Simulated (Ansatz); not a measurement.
The starting structures come from a database of crystals and need not be the phases stable at ambient conditions.

 Where the default PAW files enter, the runs use the earlier of Ansatz's two default sets.

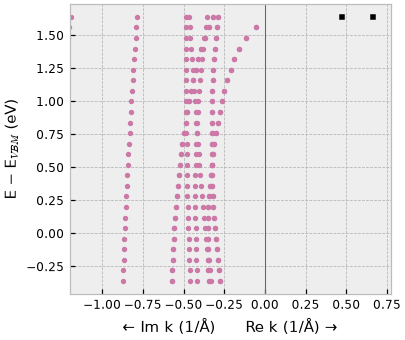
*Complex bands at the centre of the two-dimensional zone; r2SCAN (Ansatz, an electronic-structure program)*

The gap is the functional's own. No spin-orbit coupling. Mid-gap values are interpolated on the energy grid.

**Question.** This is MoS₂ (P-6m2, not sure to be the ambient phase, 3 atoms a cell, 19.2 Å³ an atom, 2 GPa at this level) along the normal of (100). Read off the slowest decay at the centre of the two-dimensional zone at 0.68 eV, the computed energy nearest the middle of the gap.

**Answer.** κ ≈ 0.31 1/Å, a decay length 1/(2κ) of the density of 1.6 Å.
